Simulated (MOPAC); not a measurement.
InH3S2O (charge +1): geometry relaxation (part 2 of 2)

InH3S2O, charge +1, multiplicity 2; PM6-DH+, unrestricted, dispersion DH+ (MOPAC 23.2.5). The starting geometry was optimised with PM6-DH+.

Geometry of the input (Å):
```
O  -1.9070  0.5453  -0.5163
In -0.0216  -0.0597  -0.0162
S  1.4207  1.6534  0.9068
S  0.5803  -2.3788  -0.3845
H  -2.4501  -0.1351  -0.8758
H  0.5018  2.6441  0.8395
H  1.8443  -2.2698  0.0813
```

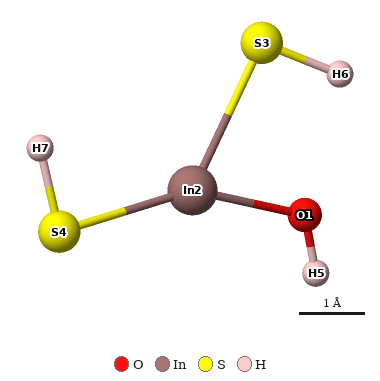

*The geometry at step 25 of the log (ball-and-stick view, seen at an oblique angle; atoms are numbered from 1 in the order of the input).*

Log, continued
```
   1    O       -1.455036872     1.090574634    -0.241026325
   2   In        0.013613702    -0.308448023    -0.069021372
   3    S        0.984996602     1.840737795     0.835476992
   4    S        0.705751115    -2.603501010    -0.409818094
   5    H       -2.304075908     0.856117653    -0.606543042
   6    H       -0.178006341     2.507485987     0.578291659
   7    H        1.950762685    -2.432191070     0.085912103

           Empirical Formula: H3 O In S2  =     7 atoms

      MOLECULAR POINT GROUP   :   Cs

          ALPHA EIGENVALUES
 -35.10191 -32.53479 -32.26936 -22.06201 -19.26967 -18.13520 -17.30184 -16.49798
 -16.41222 -16.05208 -15.45017 -13.90014  -6.64730  -5.58466  -4.92375  -4.71655
  -4.45370  -4.44114  -4.33936  -4.32609  -4.03713  -3.47169  -2.76783  -2.73886
  -2.65676  -2.62884  -2.08596  -1.02702   1.52958

           BETA EIGENVALUES
 -32.68718 -32.43311 -30.39745 -21.96611 -18.97024 -18.02830 -17.23998 -16.32215
 -16.08471 -15.13180 -13.90752  -7.97670  -6.61775  -5.85757  -4.90864  -4.58106
  -4.44321  -4.36900  -4.30566  -4.20406  -4.03980  -3.49391  -2.76969  -2.73620
  -2.65841  -2.62936  -1.94289  -1.03202   1.52191

              NET ATOMIC CHARGES AND DIPOLE CONTRIBUTIONS

  ATOM NO.   TYPE          CHARGE      No. of ELECS.   s-Pop       p-Pop       d-Pop
    1          O          -0.744011        6.7440     1.80296     4.94105
    2         In           0.810749        2.1893     1.06142     1.12783
    3          S           0.200277        5.7997     1.92613     3.72196     0.15163
    4          S          -0.080489        6.0805     1.93909     4.00711     0.13428
    5          H           0.352793        0.6472     0.64721
    6          H           0.256562        0.7434     0.74344
    7          H           0.204119        0.7959     0.79588
 DIPOLE           X         Y         Z       TOTAL
 POINT-CHG.     2.941     0.841     1.277     3.315
 HYBRID        -0.683     0.872    -0.020     1.108
 SUM            2.258     1.713     1.258     3.101

          ATOMIC ORBITAL ELECTRON POPULATIONS

     Atom    s        px        py        pz      x^2-y^2     xz        z^2       yz        xy
    1  O   1.80296   1.43817   1.63401   1.86887
    2 In   1.06142   0.36410   0.62145   0.14228
    3  S   1.92613   1.28343   1.35766   1.08087   0.03639   0.01583   0.02790   0.01800   0.05350
    4  S   1.93909   1.20772   0.99465   1.80474   0.05361   0.02977   0.01804   0.01856   0.01430
    5  H   0.64721
    6  H   0.74344
    7  H   0.79588

                    (SZ)    =    0.500000
                    (S**2)  =    0.764462

          ATOMIC ORBITAL SPIN POPULATIONS

    Atom   Total    s     px     py     pz   x^2-y^2  xz     z^2    yz     xy
         Atomic
    1  O -0.0073 -0.002 -0.003 -0.006  0.004
    2 In -0.0185 -0.001 -0.008 -0.007 -0.003
    3  S  1.0838  0.018  0.133  0.130  0.829 -0.008 -0.002 -0.003 -0.002 -0.011
    4  S -0.0304  0.001 -0.000 -0.031 -0.000 -0.000 -0.000  0.000  0.000 -0.000
    5  H -0.0010 -0.001
    6  H -0.0269 -0.027
    7  H  0.0003  0.000

 *                    *
 * JOB ENDED NORMALLY *
 *                    *

 TOTAL JOB TIME:             0.22 SECONDS

 == MOPAC DONE ==
```

Trajectory as extended XYZ (Å, eV, eV/Å), 15 of the 51 frames kept, from step=0 to step=50
```
7
Properties=species:S:1:pos:R:3:forces:R:3 step=0 energy=7.30294
O    -1.9070    0.5453   -0.5163    0.6589   0.5299   0.3589
In   -0.0216   -0.0597   -0.0162   -1.2486  -1.5541  -0.8171
S     1.4207    1.6534    0.9068    0.4139   1.0498   0.4040
S     0.5803   -2.3788   -0.3845    0.1881   0.2863   0.1363
H    -2.4501   -0.1351   -0.8758   -0.1561  -0.2588  -0.1185
H     0.5018    2.6441    0.8395    0.1615   0.0437   0.0667
H     1.8443   -2.2698    0.0813   -0.0177  -0.0968  -0.0302
7
Properties=species:S:1:pos:R:3:forces:R:3 step=4 energy=7.18151
O    -1.8976    0.6196   -0.4772    0.2675  -0.0601   0.0505
In   -0.0353   -0.1006   -0.0555   -0.3145  -0.3100  -0.1401
S     1.4115    1.6921    0.9250   -0.1911   0.1753  -0.0224
S     0.6055   -2.4072   -0.3699    0.0872   0.0637   0.0301
H    -2.4511   -0.0924   -0.8476   -0.0328   0.2282   0.0492
H     0.5037    2.6939    0.8728    0.0968  -0.0463   0.0175
H     1.8620   -2.2808    0.0993    0.0869  -0.0508   0.0152
7
Properties=species:S:1:pos:R:3:forces:R:3 step=7 energy=7.11857
O    -1.8319    0.7600   -0.4210    0.1002  -0.0682   0.0019
In   -0.0535   -0.1631   -0.0844    0.0985   0.0114   0.0953
S     1.3257    1.7103    0.8972    0.1311  -0.0964   0.0079
S     0.6724   -2.4540   -0.3614    0.0721   0.0145   0.0136
H    -2.4756    0.1298   -0.7713   -0.1812   0.1735  -0.0205
H     0.5133    2.7827    0.9392   -0.1914  -0.0776  -0.0897
H     1.9162   -2.3229    0.1503   -0.0293   0.0429  -0.0084
7
Properties=species:S:1:pos:R:3:forces:R:3 step=11 energy=7.07335
O    -1.7698    0.8449   -0.4009   -0.0268   0.2489   0.0628
In   -0.0771   -0.2094   -0.0629   -0.0230  -0.0211  -0.0296
S     1.2815    1.7029    0.8794    0.0050  -0.0508  -0.0262
S     0.7358   -2.4664   -0.3835   -0.0031  -0.0140   0.0060
H    -2.5432    0.4061   -0.7481    0.1705  -0.1053   0.0280
H     0.4435    2.7574    0.7936   -0.1071  -0.1128  -0.0478
H     1.9491   -2.3063    0.1874   -0.0155   0.0551   0.0067
7
Properties=species:S:1:pos:R:3:forces:R:3 step=14 energy=7.04497
O    -1.7446    0.9335   -0.3704    0.2887  -0.1460   0.0862
In   -0.0930   -0.2308   -0.0639   -0.2824   0.0294  -0.1137
S     1.2595    1.6789    0.8826   -0.1469   0.0338  -0.0733
S     0.7816   -2.4733   -0.3884   -0.0589   0.1434   0.0346
H    -2.5361    0.5019   -0.7087    0.1899  -0.0174   0.0487
H     0.3587    2.6526    0.6115    0.0236  -0.0377   0.0260
H     1.9618   -2.2476    0.2290   -0.0140  -0.0055  -0.0084
7
Properties=species:S:1:pos:R:3:forces:R:3 step=18 energy=7.02654
O    -1.6567    1.0357   -0.3030    0.0149  -0.0167   0.0109
In   -0.1159   -0.2714   -0.0980    0.1032  -0.0165   0.0511
S     1.1865    1.6607    0.8682    0.0122   0.0176  -0.0067
S     0.8357   -2.4825   -0.3704   -0.0651  -0.0548  -0.0371
H    -2.4983    0.6899   -0.6044    0.0497   0.0055  -0.0016
H     0.2937    2.6158    0.5300   -0.0839   0.0312  -0.0125
H     1.9897   -2.2185    0.2814   -0.0310   0.0336  -0.0042
7
Properties=species:S:1:pos:R:3:forces:R:3 step=21 energy=7.01926
O    -1.5357    1.1323   -0.2526    0.1302  -0.0353   0.0511
In   -0.1216   -0.3243   -0.0951   -0.0710   0.1709   0.0027
S     1.0917    1.6813    0.8517   -0.0644   0.0596  -0.0518
S     0.8673   -2.5158   -0.3872   -0.0320   0.0225   0.0243
H    -2.4303    0.9299   -0.5131    0.0624  -0.0793  -0.0212
H     0.1688    2.5640    0.3878   -0.0292  -0.0335   0.0272
H     1.9815   -2.1539    0.2892    0.0040  -0.1050  -0.0323
7
Properties=species:S:1:pos:R:3:forces:R:3 step=25 energy=7.00367
O    -1.5124    1.1120   -0.2427   -0.1561  -0.0449  -0.0689
In   -0.0818   -0.3211   -0.0759    0.0492   0.0894   0.0028
S     1.0608    1.7337    0.8507    0.0013   0.0437  -0.0099
S     0.8122   -2.5432   -0.4074   -0.0554   0.0147   0.0062
H    -2.3765    0.8548   -0.5813    0.0899   0.0885   0.0467
H     0.1097    2.5921    0.3985   -0.0468  -0.0578   0.0114
H     1.9556   -2.2025    0.2217    0.1179  -0.1336   0.0118
7
Properties=species:S:1:pos:R:3:forces:R:3 step=29 energy=6.97934
O    -1.4619    1.0943   -0.2284    0.0435   0.0571  -0.0242
In   -0.0112   -0.3196   -0.0438    0.0316  -0.0073  -0.0203
S     0.9831    1.8269    0.8463   -0.0301   0.0502  -0.0311
S     0.7343   -2.5922   -0.4384    0.0229   0.0383   0.0403
H    -2.2976    0.8865   -0.6311   -0.0432  -0.0409   0.0042
H    -0.0547    2.5767    0.3696    0.0280  -0.0907   0.0515
H     1.9629   -2.4128    0.0994   -0.0527  -0.0066  -0.0203
7
Properties=species:S:1:pos:R:3:forces:R:3 step=32 energy=6.97700
O    -1.4596    1.0892   -0.2346   -0.0139   0.0141  -0.0465
In   -0.0019   -0.3167   -0.0399    0.0433   0.0108  -0.0130
S     0.9814    1.8359    0.8472    0.0352  -0.0304   0.0038
S     0.7211   -2.5924   -0.4395   -0.0418  -0.0198  -0.0031
H    -2.2944    0.8585   -0.6355   -0.0114   0.0077   0.0246
H    -0.0754    2.5563    0.3794   -0.0437   0.0103   0.0151
H     1.9557   -2.4253    0.0791    0.0324   0.0073   0.0191
7
Properties=species:S:1:pos:R:3:forces:R:3 step=36 energy=6.97356
O    -1.4548    1.0934   -0.2508    0.0444  -0.0095   0.0293
In    0.0047   -0.3123   -0.0527    0.0068  -0.0055  -0.0207
S     0.9810    1.8344    0.8477    0.0262   0.0194  -0.0022
S     0.7152   -2.5970   -0.4261   -0.0162  -0.0078   0.0033
H    -2.3141    0.8473   -0.5774   -0.0438   0.0007  -0.0295
H    -0.1118    2.5437    0.4447   -0.0192  -0.0074   0.0133
H     1.9574   -2.4301    0.0775    0.0018   0.0101   0.0065
7
Properties=species:S:1:pos:R:3:forces:R:3 step=39 energy=6.97247
O    -1.4505    1.0871   -0.2485   -0.0561   0.0003  -0.0018
In    0.0182   -0.3089   -0.0615    0.0226   0.0026   0.0043
S     0.9751    1.8462    0.8492   -0.0112  -0.0050  -0.0232
S     0.6995   -2.6048   -0.4179   -0.0007  -0.0042   0.0015
H    -2.3135    0.8352   -0.5727    0.0351   0.0202  -0.0011
H    -0.1460    2.5361    0.4862    0.0098  -0.0212   0.0156
H     1.9518   -2.4446    0.0625    0.0005   0.0073   0.0047
7
Properties=species:S:1:pos:R:3:forces:R:3 step=43 energy=6.97154
O    -1.4552    1.0869   -0.2385    0.0300  -0.0004   0.0054
In    0.0212   -0.3060   -0.0737   -0.0419  -0.0029   0.0029
S     0.9769    1.8418    0.8466    0.0184   0.0103  -0.0043
S     0.6985   -2.6063   -0.4071    0.0164   0.0052   0.0022
H    -2.3111    0.8469   -0.5815   -0.0051  -0.0094  -0.0098
H    -0.1644    2.5184    0.5273   -0.0103   0.0031   0.0081
H     1.9499   -2.4363    0.0737   -0.0076  -0.0059  -0.0044
7
Properties=species:S:1:pos:R:3:forces:R:3 step=46 energy=6.97096
O    -1.4566    1.0902   -0.2360    0.0133  -0.0001  -0.0051
In    0.0148   -0.3077   -0.0737   -0.0221  -0.0008   0.0042
S     0.9839    1.8389    0.8380   -0.0089   0.0146  -0.0061
S     0.7054   -2.6045   -0.4066    0.0185   0.0108   0.0060
H    -2.3053    0.8593   -0.6041    0.0025  -0.0059   0.0011
H    -0.1757    2.5091    0.5705    0.0115  -0.0099   0.0078
H     1.9507   -2.4280    0.0885   -0.0148  -0.0086  -0.0079
7
Properties=species:S:1:pos:R:3:forces:R:3 step=50 energy=6.97083
O    -1.4550    1.0906   -0.2410   -0.0007   0.0005  -0.0003
In    0.0136   -0.3084   -0.0690    0.0005   0.0000  -0.0004
S     0.9850    1.8407    0.8355   -0.0004   0.0001  -0.0002
S     0.7058   -2.6035   -0.4098   -0.0005  -0.0003   0.0003
H    -2.3041    0.8561   -0.6065    0.0008   0.0000  -0.0002
H    -0.1780    2.5075    0.5783    0.0004  -0.0004   0.0007
H     1.9508   -2.4322    0.0859   -0.0002   0.0001   0.0001
```

Results in brief

| quantity | value |
| --- | --- |
| outcome | converged |
| total energy | −26.739167 hartree |
| dispersion energy | −0.000537 hartree |
| heat of formation | 160.75 kcal/mol |
| basis functions | 29 |
| largest force | 0.001 eV/Å |
| ⟨S²⟩ | 0.764 |
| hardware | 1 thread of AMD EPYC (Zen 5), 128 GiB of memory available, shared host |
| peak memory | 0.071 GiB |

MOPAC's energies along a path are heats of formation.
